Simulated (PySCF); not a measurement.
# What a change does: NMR shielding calculation on C5H4OS

System: C5H4OS (2-thiophenecarboxaldehyde).
Method of run 1: GIAO PBE0/pcSseg-1 NMR shielding, non-relativistic, gas phase (PySCF 2.14.0).

The geometry comes from this level: GFN2-xTB. Text and figures count atoms from 1; the logs count them from 0 in places.

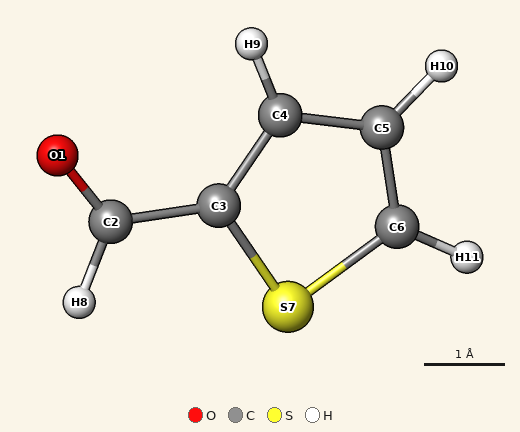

The input geometry (ball-and-stick view, seen at a tilt; atoms are numbered from 1 in the order of the input). Bond lengths as drawn: C–C 1.36 to 1.45 Å, C–H 1.07 to 1.11 Å, C–O 1.21 Å and C–S 1.71 to 1.74 Å.

**Input file, run 1**
```
{"job": {"kind": "nmr", "xc": "PBE0", "basis": "pcSseg-1"}, "charge": 0, "multiplicity": 1}
O      0.835759    -2.013214    -1.980083
C     -0.137947    -1.656166    -1.363188
C     -0.163031    -0.557636    -0.423180
C      0.875102     0.268126    -0.057142
C      0.496389     1.234669     0.885136
C     -0.821048     1.138836     1.228602
S     -1.624826    -0.128984     0.411518
H     -1.115683    -2.164163    -1.478075
H      1.864113     0.163274    -0.465176
H      1.165217     1.970426     1.294202
H     -1.368621     1.747504     1.921422
```

The first line tells a small driver script what to run in PySCF; the rest is the geometry in Å.

Launched with:
```bash
OMP_NUM_THREADS=1 python <driver script> task.json out
```

Hardware: 1 CPU thread, shared host.

**Output (run 1)**
```
coarse grid: 10624 points
cycle   1  E = -665.6568591807  dE =  1.426e+00  |g| = 7.778e-01  |ddm| = 3.480e+00
cycle   2  E = -665.0939313396  dE =  5.629e-01  |g| = 1.804e+00  |ddm| = 3.862e+00
cycle   3  E = -665.7802976336  dE = -6.864e-01  |g| = 1.133e-01  |ddm| = 3.230e+00
cycle   4  E = -665.7816151353  dE = -1.318e-03  |g| = 9.325e-02  |ddm| = 2.117e-01
cycle   5  E = -665.7836754187  dE = -2.060e-03  |g| = 2.398e-02  |ddm| = 1.277e-01
cycle   6  E = -665.7838370534  dE = -1.616e-04  |g| = 8.374e-03  |ddm| = 3.921e-02
cycle   7  E = -665.7838524678  dE = -1.541e-05  |g| = 2.579e-03  |ddm| = 9.161e-03
cycle   8  E = -665.7838538210  dE = -1.353e-06  |g| = 8.789e-04  |ddm| = 3.331e-03
final grid: 100488 points
cycle   9  E = -665.8383552418  dE = -1.029e-06  |g| = 1.293e-02  |ddm| = 2.744e-02
cycle  10  E = -665.8382544406  dE =  1.008e-04  |g| = 2.519e-02  |ddm| = 3.699e-02
cycle  11  E = -665.8383911750  dE = -1.367e-04  |g| = 1.883e-03  |ddm| = 2.692e-02
cycle  12  E = -665.8383918651  dE = -6.900e-07  |g| = 3.858e-04  |ddm| = 2.407e-03
cycle  13  E = -665.8383919060  dE = -4.088e-08  |g| = 1.761e-04  |ddm| = 7.178e-04
cycle  14  E = -665.8383919134  dE = -7.421e-09  |g| = 4.303e-05  |ddm| = 1.766e-04
cycle  15  E = -665.8383919138  dE = -4.181e-10  |g| = 1.601e-05  |ddm| = 5.542e-05
converged SCF energy = -665.8383919138

GIAO shielding tensors (ppm)
atom      isotropic    diamagn.    paramagn.     s11        s22        s33       span
  0 O     -307.011     398.959    -705.970   -904.866   -386.494    370.325   1275.190
  1 C        3.109     240.057    -236.948    -89.452      2.436     96.343    185.795
  2 C       34.172     268.178    -234.006    -35.087     26.368    111.235    146.322
  3 C       51.066     249.967    -198.901    -26.072     15.800    163.468    189.541
  4 C       53.512     253.239    -199.727    -27.010     36.129    151.416    178.426
  5 C       42.917     259.916    -216.999    -53.345     36.308    145.789    199.134
  6 S      257.461    1056.996    -799.536    130.059    215.787    426.537    296.478
  7 H       21.776      26.488      -4.712     18.020     21.876     25.432      7.411
  8 H       23.450      31.990      -8.540     20.002     24.323     26.025      6.024
  9 H       24.265      30.468      -6.202     21.014     24.633     27.149      6.136
 10 H       24.089      30.444      -6.355     21.369     24.059     26.840      5.471
```

For run 2 the input was changed thus:
```diff
-"basis": "pcSseg-1"
+"basis": "STO-3G"
+"pop": true
+"scf": {"guess": "atom"
+"conv": 1e-11}
```

Predict how the results change.

The total energy of run 2 is 4844.6 kcal/mol higher, which measures the change of basis and not a stability. The HOMO goes from −7.48 to −4.33 eV. The LUMO goes from −2.07 to 1.20 eV. The dipole moment goes from 3.52 to 2.40 D. Of all shieldings, the largest change is that of S7, by +261.0 ppm. The SCF takes 12 iterations against 15. The basis functions go from 146 to 43.

**Output (run 2)**
```
final grid: 100488 points
cycle   1  E = -658.0217969093  dE =  2.908e-01  |g| = 5.189e-01  |ddm| = 5.415e+00
cycle   2  E = -657.7580387865  dE =  2.638e-01  |g| = 1.129e+00  |ddm| = 2.010e+00
cycle   3  E = -658.1159100251  dE = -3.579e-01  |g| = 7.277e-02  |ddm| = 1.302e+00
cycle   4  E = -658.1170610931  dE = -1.151e-03  |g| = 5.216e-02  |ddm| = 1.867e-01
cycle   5  E = -658.1179831507  dE = -9.221e-04  |g| = 8.173e-03  |ddm| = 8.139e-02
cycle   6  E = -658.1180015443  dE = -1.839e-05  |g| = 3.331e-03  |ddm| = 1.393e-02
cycle   7  E = -658.1180049587  dE = -3.414e-06  |g| = 6.672e-04  |ddm| = 4.922e-03
cycle   8  E = -658.1180050594  dE = -1.007e-07  |g| = 3.758e-04  |ddm| = 1.410e-03
cycle   9  E = -658.1180051108  dE = -5.140e-08  |g| = 2.957e-05  |ddm| = 6.064e-04
cycle  10  E = -658.1180051111  dE = -3.424e-10  |g| = 1.336e-05  |ddm| = 7.099e-05
cycle  11  E = -658.1180051112  dE = -5.934e-11  |g| = 2.188e-06  |ddm| = 2.112e-05
cycle  12  E = -658.1180051112  dE = -4.547e-12  |g| = 6.442e-07  |ddm| = 4.405e-06
converged SCF energy = -658.1180051112

GIAO shielding tensors (ppm)
atom      isotropic    diamagn.    paramagn.     s11        s22        s33       span
  0 O     -271.976     381.636    -653.613  -1057.539   -235.990    477.600   1535.140
  1 C      111.288     254.415    -143.127     17.128    143.504    173.234    156.106
  2 C      108.578     258.778    -150.199     50.895     93.437    181.403    130.507
  3 C      129.765     256.487    -126.723     75.993    109.762    203.539    127.546
  4 C      129.912     256.362    -126.450     70.131    118.803    200.804    130.673
  5 C      113.748     258.571    -144.823     35.481    110.983    194.780    159.299
  6 S      518.448    1044.782    -526.335    420.601    473.553    661.189    240.588
  7 H       22.914      29.305      -6.391     20.130     22.292     26.321      6.191
  8 H       25.867      32.414      -6.547     21.805     26.377     29.419      7.614
  9 H       26.440      30.921      -4.481     22.867     26.457     29.997      7.130
 10 H       25.968      30.678      -4.710     23.508     26.391     28.007      4.499
```

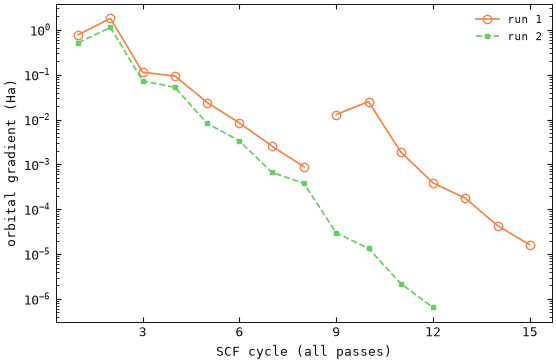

Convergence of the two runs: orbital gradient against the SCF cycle. A break in a curve parts two SCF passes (coarse and final grid). Run 1 takes 15 cycles in all, and run 2 takes 12.

**The two runs side by side**

| quantity | run 1 | run 2 |
| --- | --- | --- |
| outcome | converged | converged |
| total energy (hartree) | −665.838392 | −658.118005 |
| HOMO (eV) | −7.48 | −4.33 |
| LUMO (eV) | −2.07 | 1.20 |
| dipole moment (D) | 3.52 | 2.40 |
| shielding of O1 (ppm) | −307.0 | −272.0 |
| shielding of C2 (ppm) | 3.1 | 111.3 |
| shielding of C3 (ppm) | 34.2 | 108.6 |
| shielding of C4 (ppm) | 51.1 | 129.8 |
| shielding of C5 (ppm) | 53.5 | 129.9 |
| shielding of C6 (ppm) | 42.9 | 113.7 |
| shielding of S7 (ppm) | 257.5 | 518.4 |
| SCF iterations | 15 | 12 |
| basis functions | 146 | 43 |
| wall time (shared host) | 38 s | 12 s |
